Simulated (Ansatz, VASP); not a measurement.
## La2O3: VASP beside Ansatz

One calculation is typed for both programs; each brings its own data sets and cutoff. How far apart do they land?

Program: Ansatz 0.2.0. Level of theory: plane waves, with VASP 6.6.1 beside it; relaxation of cell and atoms at r2SCAN with D4. Results are calculated unless marked as measured.

## Step 1: Set-up

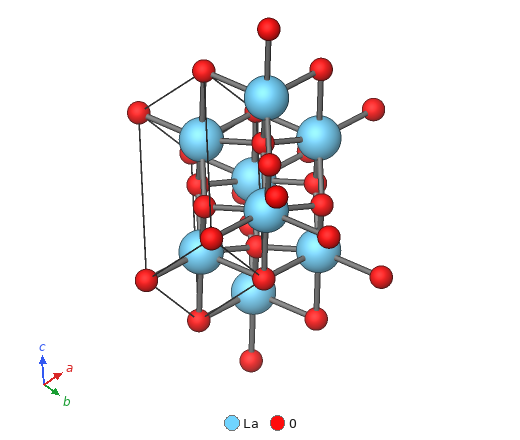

The cell as given, from a free direction (lanthanum blue, oxygen red). 2×2×1 cells are drawn. Bonds to atoms that aren't drawn are left out. Some periodic images of atoms are drawn too.

## Step 2: Ansatz: relaxation of cell and atoms, r2SCAN with D4

Ansatz runs on its default PAW (the set named soft_2) files.

The relaxed volume is the usual yardstick between codes: its relative difference is about their pressure difference at one cell divided by the bulk modulus.

The input, input.yaml:

```yaml
crystal:
  lattice:
    - [3.930777878, 0.0, 0.0]
    - [-1.965388939, 3.404153499, 0.0]
    - [0.0, 0.0, 6.11195352]
  atoms:
    - { symbol: La, position: [0.66666667, 0.33333333, 0.75376432] }
    - { symbol: La, position: [0.33333333, 0.66666667, 0.24623568] }
    - { symbol: O, position: [0.66666667, 0.33333333, 0.35410935] }
    - { symbol: O, position: [0.33333333, 0.66666667, 0.64589065] }
    - { symbol: O, position: [0.0, 0.0, 0.0] }
hamiltonian:
  xc: r2scan
  pseudopotentials: { kind: paw }
  dispersion: d4
kpoints:
  mp_grid: { grid: [7, 7, 4] }
scf:
  occupations: { method: fermi_dirac, width: 0.05 }
relax:
  f_tol: 0.01
  max_steps: 60
  cell: { stress_tol: 0.05 }
output:
  forces: true
  stress: true
```

Command:

```sh
> ansatz run input.yaml --threads 4 --pin off --max-ram 9216MiB --backend cpu --events-out ev --progress --plain --runs-dir out
```

Numbers of over 12 decimals in the logs are rounded to 6 here.

Log:

```text
Engine: ansatz 0.2.0, aarch64-unknown-linux-gnu
Pseudopotentials: kind: paw
Pseudopotential: La, paw, valence charge 11, recommended cutoff 500 eV (meta_gga), La.paw.azcp
Pseudopotential: O, paw, valence charge 6, recommended cutoff 500 eV (meta_gga), O.paw.azcp
Functional definition: r2SCAN
  parameter k0 = 0.174
  parameter k1 = 0.065
  parameter a1 = 4.9479
  exchange = r2scan_x(k0 = k0, k1 = k1, a1 = a1)
  correlation = r2scan_c
Crystal: 5 atoms, lattice volume = 81.784 Å³
Basis set: ecut = 500 eV, 2057 PW (Γ), exchange–correlation on 120×120×180 points (64 copies of the dense FFT grid, shifted against one another)
Bands: 25, of which v1, the nominal top of the filled ones, is band 20 counted from 1 (19 counted from 0)
Symmetry: 12 space group operations
Space group: P-3m1 (ITA 164), of the structure as read, at distance tolerance 4.3e-5 Å
k-points: 28 of 196
Non-local potential: La, projectors of the file, l = 0: 3, l = 1: 2, l = 2: 2, l = 3: 3
Non-local potential: O, projectors of the file, l = 0: 2, l = 1: 2, l = 2: 1
PAW form: soft (Blöchl's): semilocal exchange-correlation on the pseudo side does not see the compensation charge
PAW frozen core: La, regenerated for the run's functional (the file was generated under x = pbe(κ = 0.804, μ = 0.219515), c = pbe(β = 0.066725))
PAW frozen core: O, regenerated for the run's functional (the file was generated under x = pbe(κ = 0.804, μ = 0.219515), c = pbe(β = 0.066725))
PAW one-centre angular grid: La, 974 points (default); XC on 160 Gauss nodes
PAW one-centre angular grid: O, 302 points (default); XC on 160 Gauss nodes
Initial density: superposition of atomic densities (neutral atoms: chi_scale 0, normalization atom), corrected by the library's trained network
Initial wavefunctions: pseudopotential atomic-orbital guess
Functional: x = r2scan, c = r2scan; τ floored in thin density (d = 2e-4 eV/Å³)
SCF iter   1: F=—  HF=-14246.050390 eV  |F-HF|=—  |Δ(HF+E_count)|=         —  Δρ=1.43e-2  dr2=2.31e-1  dr2_τ=1.99e-1  ethr=1.77e-3  ⟨swp⟩=6.1  Hψ=3442  notcnv=0
preconditioner: auto → Resta (q_TF=auto, 2.422 Å⁻¹)  ε∞=4.2  [insulator: Δε(μ)=4.630 eV  Ē_g=13.750 eV  σ=0.050 eV  W_gap=1.00  n_scr=22 (ndim 8)  ℏωp=24.6 eV  f_vac=0.022  D(μ)=0.00/eV (n_scr^D=0)  ε∞_Penn≈4.2]
SCF iter   2: F=—  HF=-14246.182739 eV  |F-HF|=—  |Δ(HF+E_count)|=   1.32e-1  Δρ=6.74e-3  dr2=1.73e-2  dr2_τ=8.00e-3  ethr=5.77e-4  ⟨swp⟩=4.2  Hψ=1645  notcnv=0  defer=28
SCF iter   3: F=—  HF=-14246.180111 eV  |F-HF|=—  |Δ(HF+E_count)|=   2.63e-3  Δρ=2.67e-3  dr2=4.60e-3  dr2_τ=3.59e-4  ethr=4.33e-5  ⟨swp⟩=3.2  Hψ=1428  notcnv=0
automatic band count: iteration 3 solves 24 bands in place of 25: the levels show a gap, and the empty bands left out lie too high to hold charge; the band table lists the bands solved (type scf.n_extra_bands for more)
SCF iter   4: F=—  HF=-14246.179522 eV  |F-HF|=—  |Δ(HF+E_count)|=   5.89e-4  Δρ=9.50e-4  dr2=4.71e-4  dr2_τ=8.95e-5  ethr=1.15e-5  ⟨swp⟩=3.3  Hψ=1321  notcnv=0
SCF iter   5: F=—  HF=-14246.179509 eV  |F-HF|=—  |Δ(HF+E_count)|=   1.28e-5  Δρ=3.34e-4  dr2=6.97e-5  dr2_τ=1.25e-5  ethr=1.18e-6  ⟨swp⟩=2.0  Hψ=1180  notcnv=0
SCF iter   6: F=—  HF=-14246.179515 eV  |F-HF|=—  |Δ(HF+E_count)|=   5.16e-6  Δρ=8.33e-5  dr2=5.53e-6  dr2_τ=4.13e-7  ethr=1.74e-7  ⟨swp⟩=2.0  Hψ=1174  notcnv=0
SCF iter   7: F=—  HF=-14246.179516 eV  |F-HF|=—  |Δ(HF+E_count)|=   1.55e-6  Δρ=3.69e-5  dr2=1.24e-6  dr2_τ=8.29e-8  ethr=1.38e-8  ⟨swp⟩=2.0  Hψ=1176  notcnv=0
SCF iter   8: F=—  HF=-14246.179516 eV  |F-HF|=—  |Δ(HF+E_count)|=   1.64e-7  Δρ=1.37e-5  dr2=1.66e-7  dr2_τ=3.93e-9  ethr=3.11e-9  ⟨swp⟩=2.0  Hψ=922  notcnv=0
SCF iter   9: F=-14246.179516 eV  HF=-14246.179516 eV  |F-HF|=5.05e-9  |Δ(HF+E_count)|=   2.64e-8  Δρ=2.87e-6  dr2=6.86e-9  dr2_τ=1.79e-10  ethr=2.50e-10  ⟨swp⟩=4.2  Hψ=2416  notcnv=0
SCF 1 converged in 9 iterations: F = -14246.179516 eV  dr2 = 6.86e-9
  greatest PAW one-centre occupation: 0.968 electrons in one spin orbital (limit 2), on the La atom at site 1 (counted from 0), in its partial waves of l = 0
relax step   1: F+E_penalty+E_count = -14246.17951589 eV  Δ(F+E_penalty+E_count) = +0.000e0 eV  max|allowed force component| = 2.759e-2 eV/Å  Δτ_max = 0.0000 Å  P = -0.361 GPa  Ω = 81.784 Å³  (9 SCF iters, dr2 threshold 1.00e-7 eV, accepted)
[...]
relax step   2: F+E_penalty+E_count = -14246.17731726 eV  Δ(F+E_penalty+E_count) = +2.199e-3 eV  max|allowed force component| = 1.712e-1 eV/Å  Δτ_max = 0.0146 Å  P = +0.674 GPa  Ω = 80.881 Å³  energy of the carried Pulay correction = +3.693e-4 eV  (7 SCF iters, dr2 threshold 3.48e-7 eV, rejected (line search))
[...]
relax step   3: F+E_penalty+E_count = -14246.18007428 eV  Δ(F+E_penalty+E_count) = -5.584e-4 eV  max|allowed force component| = 8.977e-3 eV/Å  Δτ_max = 0.0036 Å  P = -0.039 GPa  Ω = 81.513 Å³  energy of the carried Pulay correction = +1.105e-4 eV  (9 SCF iters, accepted)
[...]
relax step   4: F+E_penalty+E_count = -14246.17995970 eV  Δ(F+E_penalty+E_count) = +1.146e-4 eV  max|allowed force component| = 8.979e-3 eV/Å  Δτ_max = 0.0000 Å  P = -0.038 GPa  Ω = 81.513 Å³  stress off target by 4.17e-2 GPa  SCF on the basis re-selected at this cell (its energy is not comparable with the rows above)  (4 SCF iters)
basis re-selected at this cell: Δ(F+E_penalty+E_count) = +1.146e-4 eV, ΔP = +0.001 GPa vs the last step (what re-selecting the basis moved, of the pressure what is left beyond the Pulay correction that the steps carried, after the strain that the cell walked since its last selection, with what the two solves' SCF thresholds leave and, on support functions, any second-order correction that the steps lacked; it is no m [...]
SCF converged after 4 iterations
Free energy (F): -14246.179960 eV
Harris-Foulkes:  -14246.179960 eV  (|F-HF|=0.00e0)
Internal energy: -14246.179960 eV  (E = F + TS)
E sigma→0 (E₀):  -14246.179960 eV
Fermi energy:    11.652115 eV
--- Per-component energies (eV) ---
  E_band       = -29.864507
  E_kinetic    = 916.276756
  E_local      = -1528.517553  (includes V_loc(G=0)·N_el)
  E_nonlocal   = 331.630931
  E_hartree    = 547.427709
  E_xc         = -488.710395
  E_vxc        = -643.951678  (∫ρ·V_xc dr)
  E_paw        = -11355.859188  (= ΣΔE_a)
  E_vpaw       = -237.299310  (= ΣTr[D̂ρ^β])
  E_aug_tail   = 0.002991  (compensation charges beyond the density's cutoff)
  E_vtau       = 37.138050  (kinetic-family band-sum trace: ∫τ·v_τ [+ j·A + Jᵃ·Aᵃ] dr)
  E_ewald      = -2668.007078
  E_disp       = -0.465334  (pairwise vdW)
  E_core_change = 0.041202  (= ΣΔE_core)
  E_smearing   = -0.000000  (= −TS)
  E_closure    = 0.000000  (closes the sum)
  Σ components = -14246.179960   (vs F -14246.179960, Δ=0.00e0)
--- Forces (eV/Å), atoms counted from 1 ---
  atom   1  La     0.00000000     0.00000000    -0.00897863
  atom   2  La     0.00000000    -0.00000000     0.00897863
  atom   3  O     -0.00000000    -0.00000000    -0.00740801
  atom   4  O      0.00000000     0.00000000     0.00740801
  atom   5  O     -0.00000000     0.00000000     0.00000000
  max |Σ_I F_I| component: 1.85e-17 eV/Å
--- Stress (GPa, compression-positive) ---
       -0.041746       0.000000      -0.000000
        0.000000      -0.041746      -0.000000
       -0.000000      -0.000000      -0.030698
  P = ⅓ Tr σ = -0.0381 GPa (-0.381 kbar)
--- Relaxed structure (3 steps of the walk, 2 accepted, 1 SCFs on fresh bases) ---
  F+E_penalty+E_count = -14246.17995970 eV   max|allowed force component| = 8.979e-3 eV/Å   (the final SCF, on the basis selected at the relaxed cell)
  cell:  # Å, volume = 81.5127 Å³
    - [3.928948, 0, -1.4372340135492924e-18]
    - [-1.964474, 3.402569, 7.186170067746462e-19]
    - [-2.2347504134785808e-18, 0, 6.097366]
  atoms:
    - { symbol: La, position: [0.666667, 0.333333, 0.754360] }
    - { symbol: La, position: [0.333333, 0.666667, 0.245640] }
    - { symbol: O, position: [0.666667, 0.333333, 0.353649] }
    - { symbol: O, position: [0.333333, 0.666667, 0.646351] }
    - { symbol: O, position: [0, 0, 0] }
```

It took 9.9 s on 4 threads of Arm Neoverse V2, shared host; peak memory 0.65 GiB.

## Step 3: VASP: relaxation of cell and atoms, r2SCAN with D4

The same cell, functional, mesh and smearing now go to VASP, with its own data sets and cutoff.

Lines of VASP's logs that name or quote its potential files are left out, and so is its time.

The input, INCAR:

```
SYSTEM = La2O3
PREC = Accurate
ENCUT = 560
EDIFF = 1E-06
NELM = 100
ISMEAR = -1
SIGMA = 0.05
LREAL = .FALSE.
ALGO = Normal
METAGGA = R2SCAN
IVDW = 13
VDW_S6 = 1
VDW_S8 = 0.6018749
VDW_A1 = 0.51559235
VDW_A2 = 5.77342911
LASPH = .TRUE.
NBANDS = 26
LORBIT = 11
LWAVE = .FALSE.
LCHARG = .FALSE.
KPAR = 4
IBRION = 2
NSW = 60
ISIF = 3
EDIFFG = -0.01
```

The input, POSCAR:

```
La2O3
1.0
    3.9307778780      0.0000000000      0.0000000000
   -1.9653889390      3.4041534990      0.0000000000
    0.0000000000      0.0000000000      6.1119535200
La O
2 3
Direct
    0.6666666700      0.3333333300      0.7537643200
    0.3333333300      0.6666666700      0.2462356800
    0.6666666700      0.3333333300      0.3541093500
    0.3333333300      0.6666666700      0.6458906500
    0.0000000000      0.0000000000      0.0000000000
```

The input, KPOINTS:

```
Automatic mesh
0
Gamma
7 7 4
0 0 0
```

PAW data sets: La and O (PBE family, release 64).

Command:

```sh
> mpirun -np 4 vasp_std
```

Log:

```text
[banner, memory and clock lines left out]
running    4 mpi-ranks, on    1 nodes
 distrk:  each k-point on    1 cores,    4 groups
 distr:  one band on    1 cores,    1 groups

 POSCAR found type information on POSCAR LaO
 POSCAR found :  2 types and       5 ions
|                                                                             |
|               ----> ADVICE to this user running VASP <----                  |
|                                                                             |
|     You enforced a specific xc type in the INCAR file but a different       |
|     [... a line on the potential file left out ...]
|     I HOPE YOU KNOW WHAT YOU ARE DOING!                                     |
|                                                                             |

 LDA part: xc-table for (None), standard interpolation
 POSCAR, INCAR and KPOINTS ok, starting setup
 FFT: planning ... GRIDC
 FFT: planning ... GRID_SOFT
 FFT: planning ... GRID
 WAVECAR not read
 entering main loop
       N       E                     dE             d eps       ncg     rms          rms(c)
DAV:   1     0.447453730730E+03    0.44745E+03   -0.16668E+04  1472   0.252E+03
DAV:   2     0.312489094093E+02   -0.41620E+03   -0.40572E+03  2048   0.404E+02
DAV:   3    -0.963976330007E+02   -0.12765E+03   -0.12407E+03  2524   0.218E+02
DAV:   4    -0.113804384704E+03   -0.17407E+02   -0.17378E+02  2534   0.862E+01
DAV:   5    -0.114857024735E+03   -0.10526E+01   -0.10518E+01  2496   0.247E+01    0.139E+01
DAV:   6    -0.954738466506E+02    0.19383E+02   -0.27753E+01  2380   0.357E+01    0.527E+00
DAV:   7    -0.960250092830E+02   -0.55116E+00   -0.26817E+00  2624   0.155E+01    0.351E+00
DAV:   8    -0.961032877761E+02   -0.78278E-01   -0.10662E+00  2736   0.901E+00    0.148E+00
DAV:   9    -0.960594166140E+02    0.43871E-01   -0.30383E-01  2432   0.387E+00    0.379E-01
DAV:  10    -0.960611652632E+02   -0.17486E-02   -0.47948E-02  2656   0.170E+00    0.181E-01
DAV:  11    -0.960628082864E+02   -0.16430E-02   -0.12869E-02  2648   0.871E-01    0.233E-01
DAV:  12    -0.960616186560E+02    0.11896E-02   -0.14314E-02  2352   0.780E-01    0.685E-02
DAV:  13    -0.960616025341E+02    0.16122E-04   -0.19404E-03  2624   0.362E-01    0.348E-02
DAV:  14    -0.960615820176E+02    0.20517E-04   -0.11564E-04  2544   0.103E-01    0.175E-02
DAV:  15    -0.960615799526E+02    0.20649E-05   -0.77292E-05  2680   0.596E-02    0.520E-03
DAV:  16    -0.960615798999E+02    0.52690E-07   -0.13923E-05  2472   0.284E-02    0.523E-03
DAV:  17    -0.960615789635E+02    0.93644E-06   -0.24890E-06  1608   0.147E-02
   1 F= -.96524612E+02 E0= -.96524612E+02  d E =-.965246E+02
[...]
2 F= -.96524353E+02 E0= -.96524353E+02  d E =0.258763E-03
[...]
3 F= -.96526014E+02 E0= -.96526014E+02  d E =-.140231E-02
[...]
4 F= -.96526163E+02 E0= -.96526163E+02  d E =-.148378E-03
[...]
5 F= -.96526174E+02 E0= -.96526174E+02  d E =-.159929E-03
[...]
6 F= -.96526222E+02 E0= -.96526222E+02  d E =-.481470E-04
 trial-energy change:   -0.000048  1 .order   -0.000048   -0.000059   -0.000037
 step:   2.5052(harm=  2.5052)  dis= 0.00236  next Energy=   -96.526252 (dE=-0.776E-04)
 bond charge predicted
       N       E                     dE             d eps       ncg     rms          rms(c)
DAV:   1    -0.960592909751E+02    0.30311E-03   -0.34251E-02  1982   0.233E+00    0.794E-02
DAV:   2    -0.960594048341E+02   -0.11386E-03   -0.26641E-03  2540   0.591E-01    0.459E-02
DAV:   3    -0.960593680964E+02    0.36738E-04   -0.14141E-04  2838   0.132E-01    0.170E-02
DAV:   4    -0.960593673850E+02    0.71139E-06   -0.30894E-05  2864   0.564E-02    0.703E-03
DAV:   5    -0.960593683492E+02   -0.96422E-06   -0.41772E-06  1792   0.190E-02
   7 F= -.96526252E+02 E0= -.96526252E+02  d E =-.779529E-04
 curvature:  -1.59 expect dE=-0.843E-04 dE for cont linesearch -0.624E-08
 trial: gam= 0.86917 g(F)=  0.380E-05 g(S)=  0.492E-04 ort = 0.556E-06 (trialstep = 0.881E+00)
 search vector abs. value=  0.113E-03
 reached required accuracy - stopping structural energy minimisation
```

Parts of OUTCAR (step 3):

```text
ion  position               nearest neighbor table
   1  0.667  0.333  0.754-   4 2.36   4 2.36   4 2.36   3 2.44   5 2.72   5 2.72   5 2.72
   2  0.333  0.667  0.246-   3 2.36   3 2.36   3 2.36   4 2.44   5 2.72   5 2.72   5 2.72
   3  0.667  0.333  0.354-   2 2.36   2 2.36   2 2.36   1 2.44
   4  0.333  0.667  0.646-   1 2.36   1 2.36   1 2.36   2 2.44
   5  0.000  0.000  0.000-   1 2.72   2 2.72   1 2.72   2 2.72   1 2.72   2 2.72

  LATTYP: Found a hexagonal cell.
 ALAT       =     3.9307778780
 C/A-ratio  =     1.5548966921

 Subroutine GETGRP returns: Found 12 space group operations
 (whereof 12 operations were pure point group operations)

The static configuration has the point symmetry D_3d.

 Found     28 irreducible k-points:

   k-points           NKPTS =     28   k-points in BZ     NKDIM =     28   number of bands    NBANDS=     26

   dimension x,y,z NGX =    30 NGY =   30 NGZ =   48
   dimension x,y,z NGXF=    60 NGYF=   60 NGZF=   96

   ENCUT  =  560.0 eV  41.16 Ry    6.42 a.u.   7.58  7.58 11.79*2*pi/ulx,y,z

   NELECT =      40.0000    total number of electrons

 k-points in reciprocal lattice and weights: Automatic mesh
   0.00000000  0.00000000  0.00000000       0.005
   0.14285714  0.00000000  0.00000000       0.031
   0.28571429  0.00000000  0.00000000       0.031
   0.42857143  0.00000000  0.00000000       0.031
   0.14285714  0.14285714  0.00000000       0.031
   0.28571429  0.14285714  0.00000000       0.061
   0.42857143  0.14285714  0.00000000       0.031
   0.28571429  0.28571429  0.00000000       0.031
   0.00000000  0.00000000  0.25000000       0.010
[...]
0.42857143  0.14285714  0.50000000       0.031
   0.28571429  0.28571429  0.50000000       0.031

 average (electrostatic) potential at core
       1-100.5753       2-100.5753       3 -70.5952       4 -70.5952       5 -70.0497

 E-fermi :   6.9850

 k-point     1 :       0.0000    0.0000    0.0000
  band No.  band energies     occupation
    ...
     16       3.6697      2.00000
     17       4.1303      2.00000
     18       5.4015      2.00000
     19       5.4015      2.00000
     20       5.6698      2.00000
     21      10.6214      0.00000
     22      10.9231      0.00000
     23      10.9231      0.00000
     24      11.6211      0.00000
     25      11.8416      0.00000
    ...

 k-point     2 :       0.1429    0.0000    0.0000
  band No.  band energies     occupation
    ...
     16       3.7504      2.00000
     17       4.5829      2.00000
     18       5.1369      2.00000
     19       5.3913      2.00000
     20       5.6068      2.00000
     21      10.7124      0.00000
     22      10.9593      0.00000
     23      11.0870      0.00000
     24      11.6602      0.00000
     25      11.8069      0.00000
    ...

 k-point     3 :       0.2857    0.0000    0.0000
  band No.  band energies     occupation
    ...
     16       4.2940      2.00000
     17       4.8077      2.00000
     18       4.9202      2.00000
     19       5.4295      2.00000
     20       5.5533      2.00000
     21      10.3996      0.00000
     22      11.0640      0.00000
     23      11.4282      0.00000
     24      11.7239      0.00000
     25      11.7459      0.00000
    ...

  DFT-D4 for vdW energy calculation

  Edisp (eV):   -0.46688

  Total       0.04402     0.04402     0.03496     0.00000     0.00000     0.00000
  in kB       0.86900     0.86900     0.69014     0.00000     0.00000     0.00000
  external pressure =        0.81 kB  Pullay stress =        0.00 kB

  energy-cutoff  :      560.00
  volume of cell :       81.15
      direct lattice vectors                 reciprocal lattice vectors
     3.923201876 -0.000000000 -0.000000000     0.254893842  0.147163028 -0.000000000
    -1.961600938  3.397592489 -0.000000000     0.000000000  0.294326057 -0.000000000
     0.000000000  0.000000000  6.088120259     0.000000000  0.000000000  0.164254311

 POSITION                                       TOTAL-FORCE (eV/Angst)
 -----------------------------------------------------------------------------------
      1.96160      1.13253      4.59261         0.000000      0.000000      0.004657
     -0.00000      2.26506      1.49551        -0.000000     -0.000000     -0.004657
      1.96160      1.13253      2.15259         0.000000      0.000000     -0.004205
     -0.00000      2.26506      3.93553        -0.000000     -0.000000      0.004205
      0.00000      0.00000      0.00000         0.000000     -0.000000      0.000000
 -----------------------------------------------------------------------------------
    total drift:                               -0.000000      0.000000     -0.000000

  FREE ENERGIE OF THE ION-ELECTRON SYSTEM (eV)
  ---------------------------------------------------
  free  energy   TOTEN  =       -96.5262522533 eV

  energy  without entropy=      -96.5262522533  energy(sigma->0) =      -96.52625225

 reached required accuracy - stopping structural energy minimisation

 total charge
# of ion       s       p       d       f       tot
--------------------------------------------------
    1        1.995   5.725   0.618   0.228   8.566
    2        1.995   5.725   0.618   0.228   8.566
    3        1.572   3.498   0.000   0.000   5.070
    4        1.572   3.498   0.000   0.000   5.070
    5        1.556   3.416   0.000   0.000   4.972
--------------------------------------------------
tot          8.691  21.861   1.237   0.456  32.244

[... 3 further parts left out ...]
```

## Step 4: Side by side

Known differences besides the PAW data sets themselves: VASP keeps PBE cores, Ansatz makes them for the functional; both relaxations stop at a tolerance, which leaves soft axes loose, and VASP keeps its plane-wave basis; the cutoff is 500 eV in Ansatz and 560 eV in VASP; Ansatz adds a Pulay correction to the stress that steers its cell, VASP none. Total energies have different zeros and are not compared.

Compared:

```tsv
quantity	Ansatz	VASP	difference
volume (Å³)	81.51	81.15	+0.45 %
edge a after relaxation, in the typed setting (Å)	3.929	3.923	+0.15 %
edge c after relaxation, in the typed setting (Å)	6.097	6.088	+0.15 %
```

The walks stopped with -0.04 GPa left in Ansatz and 0.08 GPa in VASP; each walk ends within a tolerance, so the volume difference is uncertain by about these residues over the bulk modulus, most in soft cells.

## Step 5: What came out

```yaml
difference_in_volume_relaxation_of_cell_and_atoms_r2scan_with_d4: 0.45 %
```

What this shows: The difference in volume is 0.45 % (relaxation of cell and atoms, r2SCAN with D4), within the 1.2 % picked in this series as the mark of a large difference, as far as the stopping tolerances let one tell. How closely two codes agree says nothing of how well the functional describes the real material.

[Lines on the potential files, build, host, timing and source positions are cut from VASP's logs without a mark.]

[Logs are printed without paths, hosts, clocks, repeated set-up lines and the standing remarks that a program may print on its own settings, such as how far it seeks lower states.]

[Hosts, paths, dates, database ids (printed as entryN), source tags and the programs' standing remarks are cut or masked in the printed files.]
